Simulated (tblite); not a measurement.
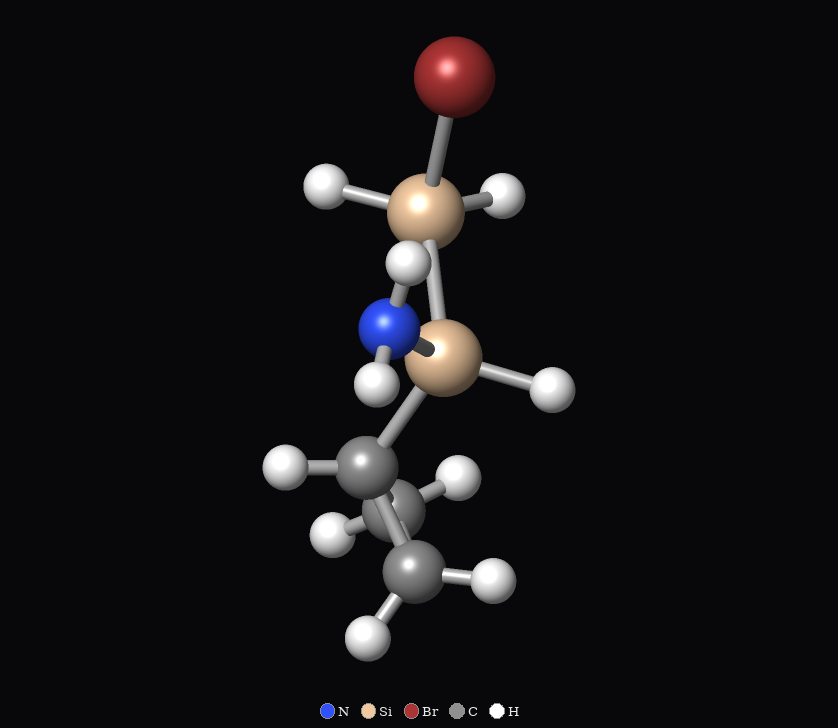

(Drawn from a calculation with tblite.)

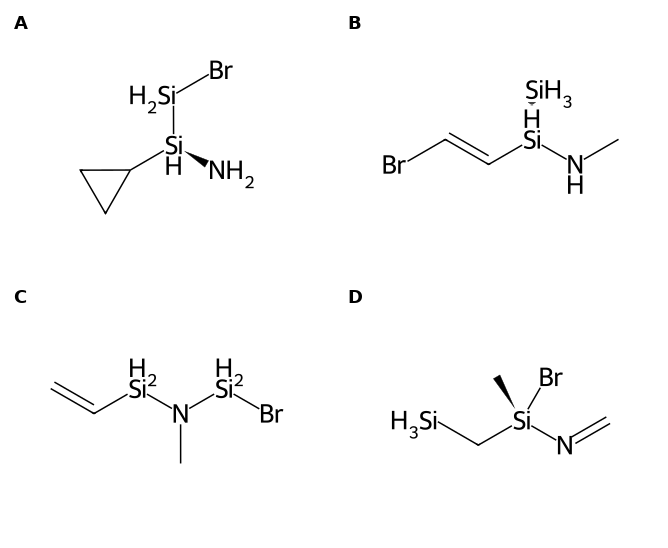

Which structural formula matches the 3D model?

A, `N[Si@H]([SiH2]Br)C1CC1`.
